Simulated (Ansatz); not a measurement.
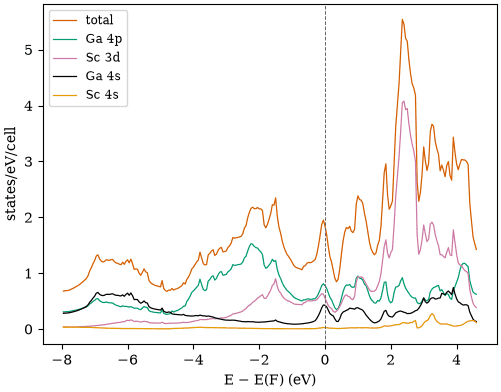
Fig. 1. Total and projected density of states of ScGa₃ (Cu3Au type, space group No. 221), the program Ansatz at the r²SCAN level (PAW)

Which orbitals carry the states next to the Fermi level?

Within 0.5 eV of the Fermi level: Ga 4p 43 %, Sc 3d 35 %, Ga 4s 18 %. Projections are on Löwdin-orthogonalised atomic valence shells; empty p or d shells of many metals are not among them.

Where is the tallest occupied peak in this window, and what makes it?

Near -1.5 eV, about 2.3 states/eV per cell; the largest projected share is Ga 4p.

Space group Pm-3m (Cu3Au type). The workflow started from an entry of the Crystallography Open Database (COD). Whether it is the stable phase at ambient conditions was not checked. Symmetry was held in the r²SCAN relaxation; its stability against distortions is not shown here. No spin polarisation was allowed. Spin–orbit coupling is left out wherever it is not named.

Potentials: the later of the program's two PAW sets.
